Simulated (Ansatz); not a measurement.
Run report: Cu4La, geometry relaxation

Cu4La, multiplicity 2, computed with UKS r2SCAN-D4/def2-SVP (Ansatz 0.2.0).

The geometry: GFN1-xTB start. Figures and captions count atoms from 1; the log counts them from 0 in places.

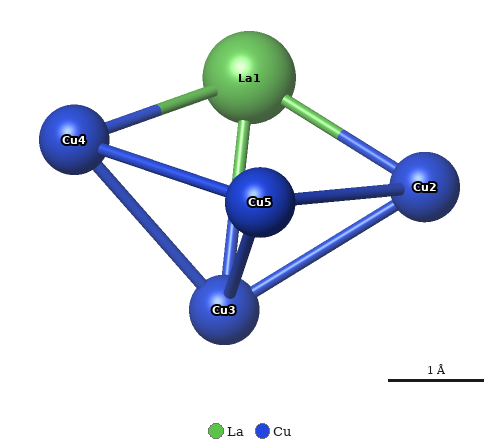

The input geometry (ball-and-stick view, seen at a tilt; atoms are numbered from 1 in the order of the input). Sticks mark near contacts. Bond lengths as drawn: Cu–Cu 2.37 to 2.49 Å and Cu–La 2.39 to 2.55 Å.

Key numbers

| quantity | value |
| --- | --- |
| outcome | converged |
| total energy | −179398.0389 eV |
| mean-field energy | −179397.9919 eV |
| dispersion energy | −0.0470 eV |
| ⟨S²⟩ | 0.762 |
| HOMO (either spin) | −3.44 eV |
| LUMO (either spin) | −2.58 eV |
| largest force (length of the vector) at the end | 0.007 eV/Å |
| dipole moment | 5.39 D |
| hardware | 2 CPU threads, shared host |
| wall time | 2 min (CPU time 4 min) |
| peak memory | 0.62 GiB |

Input file
```yaml
crystal:
  periodic: [false, false, false]
  atoms:
    - {symbol: La, position_ang: [-0.296960, 1.041610, -1.183180]}
    - {symbol: Cu, position_ang: [0.068460, -1.312790, -1.349680]}
    - {symbol: Cu, position_ang: [-1.174840, -0.498360, 0.652940]}
    - {symbol: Cu, position_ang: [0.219010, 1.511240, 1.102800]}
    - {symbol: Cu, position_ang: [1.184320, -0.741700, 0.777120]}
basis:
  gaussian: {orbitals: def2-SVP}
magnetization: {spin_polarized: true, initial_magnetization: 1}
hamiltonian: {xc: r2scan, dispersion: d4}
scf: {lower_state_search: "off"}
output: {orbitals: {seedname: orbitals}}
relax: {f_tol: 0.02, max_steps: 100}
```

Launch command:
```bash
ansatz run in.yaml --threads 2 --pin off --events-out ev --progress --plain --max-ram 32768MiB --backend cpu
```

Output
```
Functional definition: r2SCAN
  name "r2SCAN"
  cite "Furness, Kaplan, Ning, Perdew & Sun, J. Phys. Chem. Lett. 11, 8208 (2020) doi:10.1021/acs.jpclett.0c02405"
  cite "Furness, Kaplan, Ning, Perdew & Sun, J. Phys. Chem. Lett. 11, 9248 (2020) doi:10.1021/acs.jpclett.0c03077"
  parent r2scan
  parameter k0 = 0.174
  parameter k1 = 0.065
  parameter a1 = 4.9479
  exchange = r2scan_x(k0 = k0, k1 = k1, a1 = a1)
  correlation = r2scan_c
these checks for a lower state are left out or cut short: stability, starts, cluster_reference, orbital_swaps, neighbouring_geometries, increment
1784 factors; their error is unknown
mean field evaluation 1: about -179381.1643 eV, gradient 6.4e1 eV
mean field evaluation 2: about -176695.3824 eV, gradient 6.6e2 eV
mean field evaluation 4: about -178575.8347 eV, gradient 4.8e2 eV
mean field evaluation 8: about -179396.8041 eV, gradient 1.8e-1 eV
mean field evaluation 16: about -179396.8087 eV, gradient 1.8e-6 eV
mean field -179396.80870338 eV, -6592.7111203248 hartree, gradient 1.8e-6 eV, S^2 0.784704; 0 other end points of the search recorded, 0 dependent functions left out
the calculation of the forces begins
reference -179396.80876452 eV, -6592.7111225716 hartree; 64, 63 occupied and 92, 93 virtual orbitals, 1784 factors
relax step   1: F+E_penalty+E_count = -179396.85579435 eV  Δ(F+E_penalty+E_count) = +0.000e0 eV  max|allowed force component| = 3.152e0 eV/Å  Δτ_max = 0.0000 Å  (66 SCF iters, accepted)
these checks for a lower state are left out or cut short: stability, starts, cluster_reference, orbital_swaps, neighbouring_geometries, increment
1784 factors; their error is unknown
mean field -179397.65808190 eV, -6592.7423344097 hartree, gradient 2.1e-6 eV, S^2 0.772447; 0 other end points of the search recorded, 0 dependent functions left out
the calculation of the forces begins
reference -179397.65814485 eV, -6592.7423367230 hartree; 64, 63 occupied and 92, 93 virtual orbitals, 1784 factors
relax step   2: F+E_penalty+E_count = -179397.70506486 eV  Δ(F+E_penalty+E_count) = -8.493e-1 eV  max|allowed force component| = 6.263e-1 eV/Å  Δτ_max = 0.1935 Å  (48 SCF iters, accepted)
these checks for a lower state are left out or cut short: stability, starts, cluster_reference, orbital_swaps, neighbouring_geometries, increment
1784 factors; their error is unknown
mean field evaluation 32: about -179397.9066 eV, gradient 1.9e-3 eV
mean field -179397.90663486 eV, -6592.7514685624 hartree, gradient 2.6e-6 eV, S^2 0.765434; 0 other end points of the search recorded, 0 dependent functions left out
the calculation of the forces begins
reference -179397.90669880 eV, -6592.7514709122 hartree; 64, 63 occupied and 92, 93 virtual orbitals, 1784 factors
relax step   3: F+E_penalty+E_count = -179397.95357239 eV  Δ(F+E_penalty+E_count) = -2.485e-1 eV  max|allowed force component| = 2.822e-1 eV/Å  Δτ_max = 0.1999 Å  (47 SCF iters, accepted)
these checks for a lower state are left out or cut short: stability, starts, cluster_reference, orbital_swaps, neighbouring_geometries, increment
1784 factors; their error is unknown
mean field -179397.98336330 eV, -6592.7542882807 hartree, gradient 1.9e-6 eV, S^2 0.762220; 0 other end points of the search recorded, 0 dependent functions left out
the calculation of the forces begins
reference -179397.98342690 eV, -6592.7542906179 hartree; 64, 63 occupied and 92, 93 virtual orbitals, 1784 factors
relax step   4: F+E_penalty+E_count = -179398.03031447 eV  Δ(F+E_penalty+E_count) = -7.674e-2 eV  max|allowed force component| = 1.663e-1 eV/Å  Δτ_max = 0.1993 Å  (44 SCF iters, accepted)
these checks for a lower state are left out or cut short: stability, starts, cluster_reference, orbital_swaps, neighbouring_geometries, increment
1784 factors; their error is unknown
mean field -179397.99158807 eV, -6592.7545905354 hartree, gradient 1.1e-6 eV, S^2 0.761692; 0 other end points of the search recorded, 0 dependent functions left out
the calculation of the forces begins
reference -179397.99165150 eV, -6592.7545928664 hartree; 64, 63 occupied and 92, 93 virtual orbitals, 1784 factors
relax step   5: F+E_penalty+E_count = -179398.03858115 eV  Δ(F+E_penalty+E_count) = -8.267e-3 eV  max|allowed force component| = 2.491e-2 eV/Å  Δτ_max = 0.0346 Å  (38 SCF iters, accepted)
these checks for a lower state are left out or cut short: stability, starts, cluster_reference, orbital_swaps, neighbouring_geometries, increment
1784 factors; their error is unknown
mean field -179397.99185546 eV, -6592.7546003618 hartree, gradient 2.0e-6 eV, S^2 0.761802; 0 other end points of the search recorded, 0 dependent functions left out
the calculation of the forces begins
reference -179397.99191894 eV, -6592.7546026945 hartree; 64, 63 occupied and 92, 93 virtual orbitals, 1784 factors
relax step   6: F+E_penalty+E_count = -179398.03883851 eV  Δ(F+E_penalty+E_count) = -2.574e-4 eV  max|allowed force component| = 7.305e-3 eV/Å  Δτ_max = 0.0076 Å  (35 SCF iters, accepted)
```

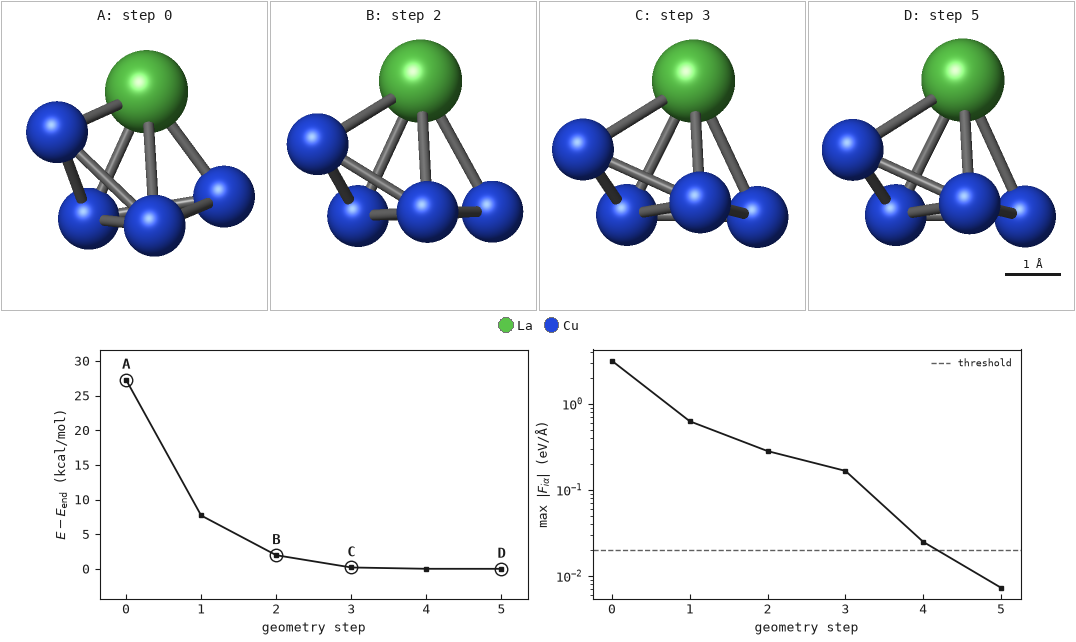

Frames of the relaxation (ball-and-stick view, seen at a tilt) above the curves, on which the letters mark them (the first geometry is step 0 here and step 1 in the log).

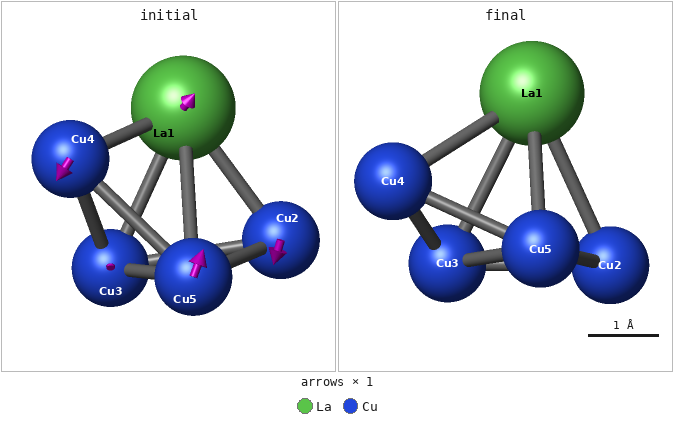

Before (left) and after (right) the relaxation, at one scale (ball-and-stick view, seen at a tilt). The pink arrows give the displacements, at true length. Over 5 geometry steps the energy falls by 27.3 kcal/mol. The largest force component goes from 3.2 to 0.0073 eV/Å. Cu5 moves most after the best rigid fit: 0.43 Å. Largest moves by element: Cu 0.43 Å, La 0.31 Å. Among the contacts that change: La1–Cu2 2.388 → 2.772 Å, La1–Cu5 3.036 → 2.783 Å, La1–Cu3 2.552 → 2.783 Å, Cu2–Cu3 2.494 → 2.354 Å. Among the angles that change: Cu2–La1–Cu4 103.1° → 88.4°, La1–Cu5–Cu2 50.1° → 64.7°, Cu2–Cu3–Cu4 97.5° → 110.4°. (Atoms are counted from 1 in the order of the input.)

```
Total energy: -179398.03890198 eV, -6592.7563292896 hartree
Atom 0 at    -0.099440     1.174493    -1.347117 Å, force     0.000392    -0.001156     0.001292 eV/Å
Atom 1 at    -0.068047    -1.587851    -1.118023 Å, force    -0.001195     0.005263     0.004585 eV/Å
Atom 2 at    -1.204805    -0.464751     0.611082 Å, force    -0.004713     0.000734    -0.000504 eV/Å
Atom 3 at     0.090753     1.329769     1.413988 Å, force    -0.001788    -0.005208    -0.004479 eV/Å
Atom 4 at     1.281529    -0.451660     0.440070 Å, force     0.007305     0.000367    -0.000894 eV/Å
Dipole moment:    -0.062299     0.736612    -0.844883 e Å
Checks for a lower state left out: stability, starts, cluster_reference, orbital_swaps, neighbouring_geometries, increment
```

Trajectory as extended XYZ (Å, eV, eV/Å), 6 frames, from step=1 to step=6
```
5
Properties=species:S:1:pos:R:3:forces:R:3 step=1 energy=-179396.85579
La   -0.2970    1.0416   -1.1832   -0.3940   2.7737  -3.1524
Cu    0.0685   -1.3128   -1.3497    0.3975  -2.4579   0.6457
Cu   -1.1748   -0.4984    0.6529   -0.3746  -0.5099   0.5977
Cu    0.2190    1.5112    1.1028    0.5185  -0.3216   2.4829
Cu    1.1843   -0.7417    0.7771   -0.1474   0.5157  -0.5739
5
Properties=species:S:1:pos:R:3:forces:R:3 step=2 energy=-179397.70506
La   -0.2924    1.1684   -1.3293    0.0679   0.2307  -0.2631
Cu    0.0630   -1.4280   -1.2851    0.0371  -0.4007   0.6263
Cu   -1.1828   -0.5069    0.6621    0.1096   0.1944  -0.2442
Cu    0.2182    1.4636    1.2259    0.0360  -0.5635   0.4781
Cu    1.1940   -0.6971    0.7264   -0.2506   0.5392  -0.5971
5
Properties=species:S:1:pos:R:3:forces:R:3 step=3 energy=-179397.95357
La   -0.2203    1.1707   -1.3357    0.1748  -0.0206   0.0141
Cu    0.0258   -1.5472   -1.2107   -0.0966   0.0081   0.2822
Cu   -1.1944   -0.4671    0.6145   -0.0129   0.0466  -0.0601
Cu    0.1860    1.4093    1.3558   -0.1086  -0.2700   0.0378
Cu    1.2029   -0.5656    0.5760    0.0433   0.2359  -0.2740
5
Properties=species:S:1:pos:R:3:forces:R:3 step=4 energy=-179398.03031
La   -0.0967    1.1622   -1.3331   -0.0481   0.1412  -0.1598
Cu   -0.0567   -1.6074   -1.1333   -0.0520   0.0536   0.0656
Cu   -1.2048   -0.4613    0.6064   -0.0034  -0.0211   0.0301
Cu    0.1046    1.3470    1.4305   -0.0627  -0.0700  -0.0408
Cu    1.2536   -0.4405    0.4295    0.1663  -0.1036   0.1049
5
Properties=species:S:1:pos:R:3:forces:R:3 step=5 energy=-179398.03858
La   -0.1003    1.1770   -1.3499    0.0002  -0.0217   0.0249
Cu   -0.0661   -1.5823   -1.1133   -0.0097  -0.0189  -0.0198
Cu   -1.2096   -0.4662    0.6130    0.0081   0.0126  -0.0143
Cu    0.0922    1.3242    1.4090   -0.0079   0.0225   0.0163
Cu    1.2837   -0.4527    0.4412    0.0092   0.0055  -0.0071
5
Properties=species:S:1:pos:R:3:forces:R:3 step=6 energy=-179398.03884
La   -0.0994    1.1745   -1.3471    0.0004  -0.0012   0.0013
Cu   -0.0680   -1.5879   -1.1180   -0.0012   0.0053   0.0046
Cu   -1.2048   -0.4648    0.6111   -0.0047   0.0007  -0.0005
Cu    0.0908    1.3298    1.4140   -0.0018  -0.0052  -0.0045
Cu    1.2815   -0.4517    0.4401    0.0073   0.0004  -0.0009
```

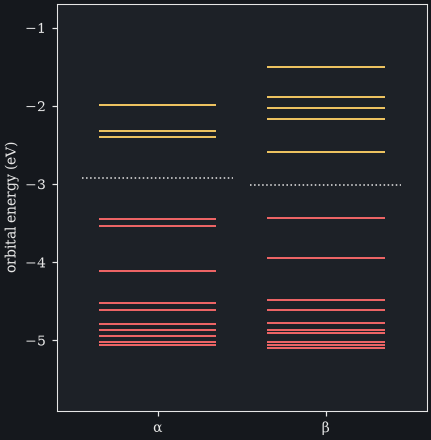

Orbital energies near the frontier for α and β spins; the dotted line parts filled from empty levels, and levels within 0.02 eV of each other stand side by side. α: highest filled −3.45 eV, lowest empty −2.40 eV, 1.05 eV apart; β: highest filled −3.44 eV, lowest empty −2.58 eV, 0.86 eV apart.

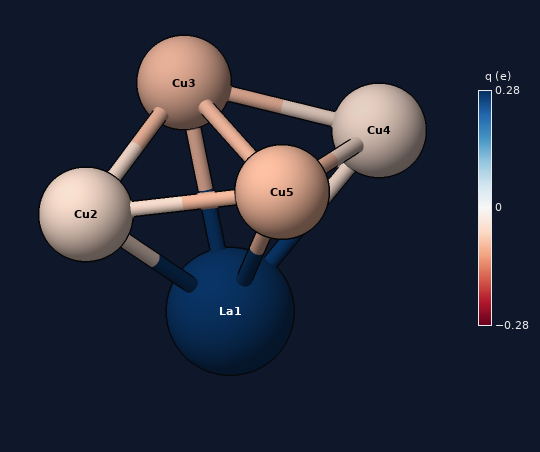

Mulliken charges, as the colour of each atom (ball-and-stick view, seen at a tilt; atoms are numbered from 1 in the order of the input). By element: La +0.27 and Cu −0.09 to −0.05 e.
